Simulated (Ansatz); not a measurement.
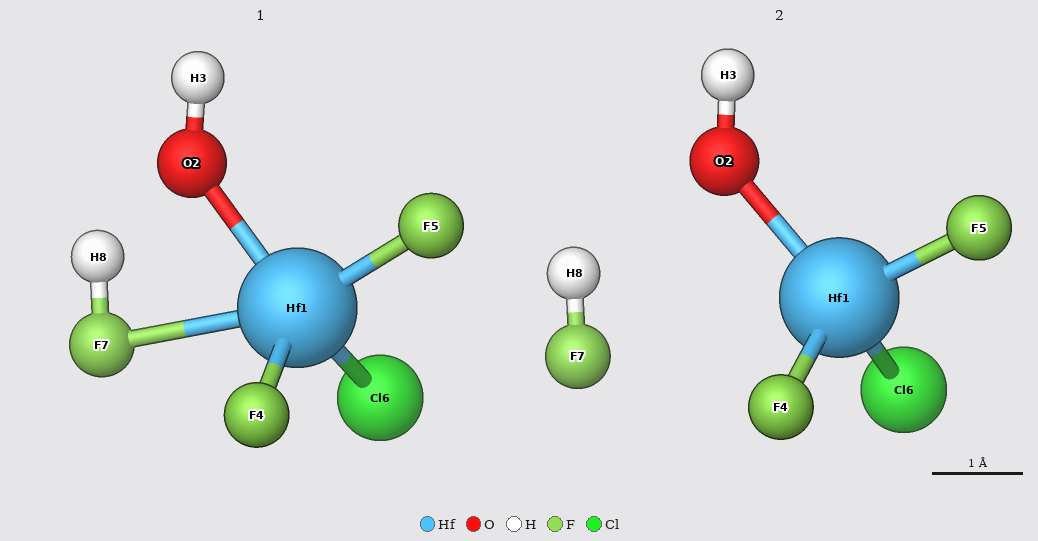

Two geometries of HfH2OClF3, drawn at one scale. One is the start of a relaxation, the other its converged end. The picture is a ball-and-stick view, seen at a tilt.

Computed with Ansatz, RKS B3LYP/def2-SVP. Set-up: no spin polarisation; force threshold 0.03 eV/Å; at most 50 steps.

Q: Which geometry has the lower energy?

A: Structure 1 is the relaxed one. The run prepares an end point of a later path (reaction) calculation, from a guessed geometry. Over 7 accepted moves (8 points after the start) the energy falls by 9.67 kcal/mol. Largest force component: 1.5 eV/Å at the start, 0.027 eV/Å at the end. The line search rejected the trial step at point 7 of the run. The atom that moves furthest after the best rigid fit is H8 (0.54 Å). Largest moves by element: H 0.54 Å, F 0.53 Å, Hf 0.30 Å, O 0.16 Å, Cl 0.11 Å. Some distances before and after: Hf1–F7 3.169 → 2.349 Å, Hf1–H8 3.144 → 2.412 Å, F7–H8 0.928 → 0.986 Å, Hf1–Cl6 2.367 → 2.373 Å. New bonds form, among them: Hf1–F7 (3.17 → 2.35 Å). Among the angles between lasting bonds that change: O2–Hf1–F5 106.2° → 97.2°, O2–Hf1–F4 112.4° → 117.7°, O2–Hf1–Cl6 112.4° → 117.1°.

Limits of the set-up: the start holds two separate molecules, 2.2 Å apart at their closest, whose relative position is a soft coordinate and is computed without a dispersion correction.
